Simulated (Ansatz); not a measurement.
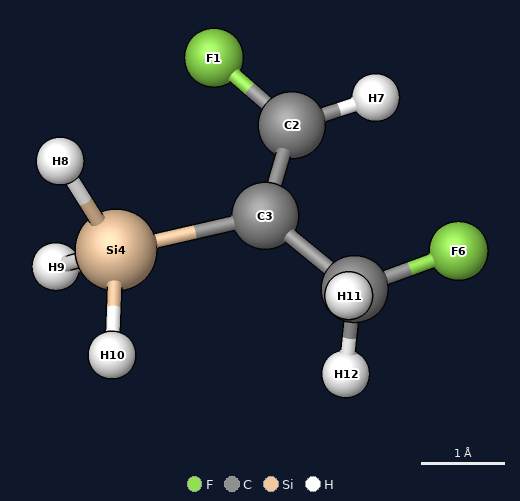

Starting structure of C3H6F2Si. The picture is a ball-and-stick view, seen at a tilt.

The start comes from PBE-D4/def2-SVP.

These are results of RKS PBE0-D4/def2-TZVP (Ansatz 0.2.0), not measurements.

The input:
```yaml
crystal:
  periodic: [false, false, false]
  atoms:
    - {symbol: F, position_ang: [-1.712633, 1.019371, 1.474396]}
    - {symbol: C, position_ang: [-0.391899, 0.875148, 1.241456]}
    - {symbol: C, position_ang: [0.062498, 0.143908, 0.209149]}
    - {symbol: Si, position_ang: [-1.165775, -0.705119, -0.948738]}
    - {symbol: C, position_ang: [1.544924, 0.008226, -0.014903]}
    - {symbol: F, position_ang: [2.285922, 0.700622, 0.931303]}
    - {symbol: H, position_ang: [0.230367, 1.411499, 1.975662]}
    - {symbol: H, position_ang: [-2.014099, -1.697830, -0.205558]}
    - {symbol: H, position_ang: [-2.058294, 0.298505, -1.622092]}
    - {symbol: H, position_ang: [-0.372895, -1.434100, -2.000325]}
    - {symbol: H, position_ang: [1.846815, -1.065491, 0.019772]}
    - {symbol: H, position_ang: [1.822070, 0.390060, -1.026123]}
basis:
  gaussian: {orbitals: def2-TZVP}
hamiltonian: {xc: pbe0, dispersion: d4}
relax: {f_tol: 0.005, max_steps: 150}
```

Run as
```bash
ansatz run in.yaml --threads 4 --pin off --events-out ev --progress --plain --max-ram 10444MiB
```

Where does the relaxation end?

Answer. The largest move after the best rigid fit is that of H10, 0.046 Å. By element the largest moves are H 0.046 Å, F 0.031 Å, C 0.028 Å, Si 0.018 Å. Some distances before and after: C2–C3 1.344 → 1.322 Å, C5–H11 1.116 → 1.096 Å, Si4–H8 1.502 → 1.484 Å, C2–H7 1.102 → 1.083 Å. After 5 accepted moves (6 points after the start) the energy has fallen by 5.30 kJ/mol. Largest force component: 0.79 eV/Å at the start, 0.0012 eV/Å at the end. The line search rejected the trial step at point 5 of the run. Cost: 33 s on 4 threads of Arm Neoverse V1 (shared host).

The structure at the end:

```xyz
12

F    -1.6972    1.0128    1.4644
C    -0.3845    0.8696    1.2330
C     0.0545    0.1485    0.2156
Si   -1.1533   -0.6980   -0.9386
C     1.5205    0.0004   -0.0256
F     2.2744    0.6826    0.9090
H     0.2201    1.3995    1.9590
H    -1.9866   -1.6837   -0.2069
H    -2.0301    0.2925   -1.6105
H    -0.3501   -1.4116   -1.9678
H     1.8168   -1.0540    0.0172
H     1.7926    0.3862   -1.0147
```
